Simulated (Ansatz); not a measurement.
## C₂H₉AlFP: a changed input and its effect

System: C₂H₉AlFP.
Method of run 1: RKS r2SCAN-D4/def2-TZVPP (Ansatz 0.2.0).

The geometry comes from this level: PBE0-D4/def2-TZVP. Text and figures count atoms from 1; the logs count them from 0 in places.

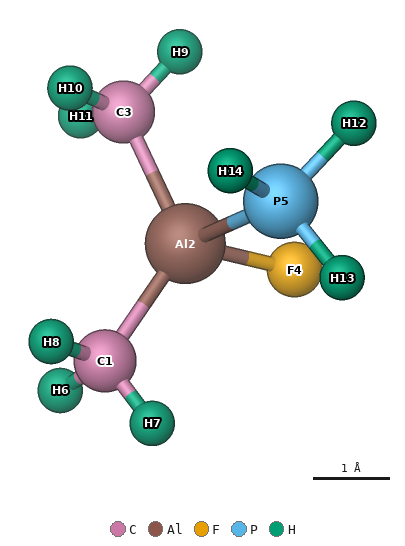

The structure (ball-and-stick view, seen at a tilt; atoms are numbered from 1 in the order of the input). Sticks mark near contacts. Bond lengths as drawn: Al–C 1.96 Å, Al–F 1.68 Å, Al–P 2.60 Å, C–H 1.09 to 1.10 Å and H–P 1.41 Å.

## Input file, run 1
```yaml
crystal:
  periodic: [false, false, false]
  atoms:
    - {symbol: C, position_ang: [-1.597996, 1.181696, -0.420413]}
    - {symbol: Al, position_ang: [0.260083, 0.733933, 0.008005]}
    - {symbol: C, position_ang: [0.840470, 0.298907, 1.827481]}
    - {symbol: F, position_ang: [1.429949, 1.389316, -1.003921]}
    - {symbol: P, position_ang: [0.469797, -1.588166, -1.132222]}
    - {symbol: H, position_ang: [-1.855547, 2.170460, -0.024668]}
    - {symbol: H, position_ang: [-1.784916, 1.213943, -1.497818]}
    - {symbol: H, position_ang: [-2.306468, 0.473492, 0.022021]}
    - {symbol: H, position_ang: [1.857035, -0.104027, 1.859387]}
    - {symbol: H, position_ang: [0.176924, -0.425911, 2.310777]}
    - {symbol: H, position_ang: [0.835537, 1.195858, 2.456806]}
    - {symbol: H, position_ang: [1.737929, -2.204203, -1.124868]}
    - {symbol: H, position_ang: [0.220058, -1.660218, -2.517923]}
    - {symbol: H, position_ang: [-0.295856, -2.704181, -0.733845]}
basis:
  gaussian: {orbitals: def2-TZVPP}
hamiltonian: {xc: r2scan, dispersion: d4}
output: {forces: true, orbitals: {seedname: orbitals}}
```

Launched with:
```bash
ansatz run in.yaml --threads 4 --pin off --events-out ev --progress --plain --max-ram 10444MiB
```

Hardware: 4 threads of Arm Neoverse V2, 23 GiB of memory available, shared host.

## Output (run 1)
```
Functional definition: r2SCAN
  parameter k0 = 0.174
  parameter k1 = 0.065
  parameter a1 = 4.9479
  exchange = r2scan_x(k0 = k0, k1 = k1, a1 = a1)
  correlation = r2scan_c
1603 factors; their error is unknown
mean field evaluation 1: about -20807.7867 eV, gradient 9.0e1 eV
mean field evaluation 2: about -20771.7580 eV, gradient 1.4e2 eV
mean field evaluation 4: about -20824.6239 eV, gradient 1.0e1 eV
mean field evaluation 8: about -20824.8372 eV, gradient 1.8e-1 eV
mean field evaluation 16: about -20824.8022 eV, gradient 5.4e-4 eV
mean field -20824.80223426 eV, -765.2973665513 hartree, gradient 1.6e-5 eV, S^2 0.000000; 0 other end points of the search recorded, 0 dependent functions left out
the calculation of the forces begins
reference -20824.80224957 eV, -765.2973671137 hartree; 29, 29 occupied and 274, 274 virtual orbitals, 1603 factors
Total energy: -20824.87751970 eV, -765.3001332400 hartree
Atom 0 at    -1.597996     1.181696    -0.420413 Å, force     0.045579    -0.000773     0.016837 eV/Å
Atom 1 at     0.260083     0.733933     0.008005 Å, force    -0.018914    -0.044764     0.000531 eV/Å
Atom 2 at     0.840470     0.298907     1.827481 Å, force    -0.015813     0.020214    -0.041146 eV/Å
Atom 3 at     1.429949     1.389316    -1.003921 Å, force     0.018696     0.017032    -0.013115 eV/Å
Atom 4 at     0.469797    -1.588166    -1.132222 Å, force    -0.004820     0.037244     0.022356 eV/Å
Atom 5 at    -1.855547     2.170460    -0.024668 Å, force    -0.021116    -0.014223    -0.014185 eV/Å
Atom 6 at    -1.784916     1.213943    -1.497818 Å, force    -0.017978     0.004859     0.019105 eV/Å
Atom 7 at    -2.306468     0.473492     0.022021 Å, force    -0.009109     0.024190    -0.015294 eV/Å
Atom 8 at     1.857035    -0.104027     1.859387 Å, force    -0.015743     0.004009     0.021306 eV/Å
Atom 9 at     0.176924    -0.425911     2.310777 Å, force     0.023130     0.012575     0.014607 eV/Å
Atom 10 at     0.835537     1.195858     2.456806 Å, force     0.008022    -0.024619     0.012227 eV/Å
Atom 11 at     1.737929    -2.204203    -1.124868 Å, force    -0.007195    -0.011595    -0.010520 eV/Å
Atom 12 at     0.220058    -1.660218    -2.517923 Å, force     0.005621    -0.014922     0.001438 eV/Å
Atom 13 at    -0.295856    -2.704181    -0.733845 Å, force     0.009639    -0.009227    -0.014146 eV/Å
Dipole moment:    -0.154387    -0.831950    -0.159058 e Å
```

The input of run 2 differs as follows (lines with − go, lines with + come):
```diff
-hamiltonian: {xc: r2scan, dispersion: d4}
+hamiltonian: {xc: pbe, dispersion: d4}
```

How does run 2 compare with run 1?

The total energies belong to different models, so their difference says nothing on which is more stable or more accurate. The largest force goes from 0.049 to 0.463 eV/Å. The HOMO goes from −6.25 to −6.00 eV. The LUMO goes from −0.89 to −1.16 eV. The dipole moment goes from 4.14 to 4.01 D. On the same kind of shared host run 2 took about 0.52 times as long.

## Output (run 2)
```
Functional definition: PBE
  parameter kappa = 0.804
  parameter beta = 0.06672455060314922
  exchange = pbe_x(kappa = kappa, mu = beta*pi^2/3)
  correlation = pbe_c(beta = beta)
1603 factors; their error is unknown
mean field evaluation 1: about -20793.9547 eV, gradient 9.8e1 eV
mean field evaluation 2: about -20726.2217 eV, gradient 1.7e2 eV
mean field evaluation 4: about -20814.0679 eV, gradient 1.7e1 eV
mean field evaluation 8: about -20814.6533 eV, gradient 1.8e-1 eV
mean field evaluation 16: about -20814.6197 eV, gradient 1.6e-3 eV
mean field -20814.61968258 eV, -764.9231646789 hartree, gradient 4.0e-5 eV, S^2 0.000000; 0 other end points of the search recorded, 0 dependent functions left out
the calculation of the forces begins
reference -20814.61973761 eV, -764.9231667011 hartree; 29, 29 occupied and 274, 274 virtual orbitals, 1603 factors
Total energy: -20814.90228131 eV, -764.9335499908 hartree
Atom 0 at    -1.597996     1.181696    -0.420413 Å, force     0.065893    -0.034097     0.005045 eV/Å
Atom 1 at     0.260083     0.733933     0.008005 Å, force    -0.214697    -0.124835     0.181677 eV/Å
Atom 2 at     0.840470     0.298907     1.827481 Å, force    -0.017219    -0.005147    -0.072898 eV/Å
Atom 3 at     1.429949     1.389316    -1.003921 Å, force     0.322443     0.179246    -0.278998 eV/Å
Atom 4 at     0.469797    -1.588166    -1.132222 Å, force    -0.048888     0.316800     0.179325 eV/Å
Atom 5 at    -1.855547     2.170460    -0.024668 Å, force    -0.047936     0.184092     0.073759 eV/Å
Atom 6 at    -1.784916     1.213943    -1.497818 Å, force    -0.043580     0.007753    -0.197644 eV/Å
Atom 7 at    -2.306468     0.473492     0.022021 Å, force    -0.135242    -0.125948     0.078634 eV/Å
Atom 8 at     1.857035    -0.104027     1.859387 Å, force     0.187335    -0.075774     0.015329 eV/Å
Atom 9 at     0.176924    -0.425911     2.310777 Å, force    -0.117896    -0.132250     0.094687 eV/Å
Atom 10 at     0.835537     1.195858     2.456806 Å, force    -0.001185     0.167261     0.116579 eV/Å
Atom 11 at     1.737929    -2.204203    -1.124868 Å, force     0.180288    -0.120302    -0.019364 eV/Å
Atom 12 at     0.220058    -1.660218    -2.517923 Å, force    -0.028459    -0.044278    -0.210789 eV/Å
Atom 13 at    -0.295856    -2.704181    -0.733845 Å, force    -0.100857    -0.192520     0.034660 eV/Å
Dipole moment:    -0.156050    -0.807503    -0.147649 e Å
```

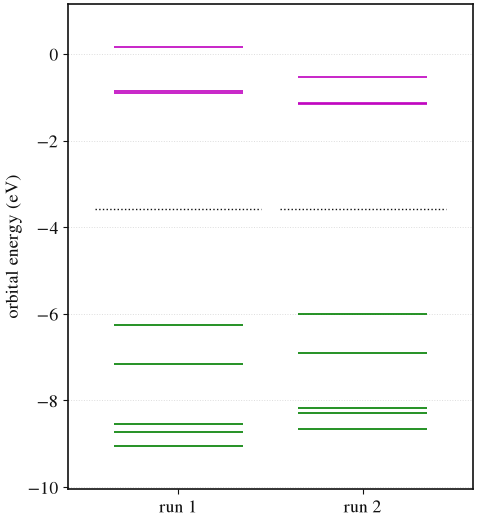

The five highest filled and three lowest empty orbital energies of the two runs; the dotted lines part filled from empty levels. The HOMO–LUMO gap is 5.36 eV in run 1 and 4.84 eV in run 2.

## The two runs side by side

| quantity | run 1 | run 2 |
| --- | --- | --- |
| outcome | converged | converged |
| total energy (hartree) | −765.300133 | −764.933550 |
| HOMO (eV) | −6.25 | −6.00 |
| LUMO (eV) | −0.89 | −1.16 |
| dipole moment (D) | 4.14 | 4.01 |
| largest force (eV/Å) | 0.049 | 0.463 |
| basis functions | 303 | 303 |
| wall time (shared host) | 6 s | 3.1 s |
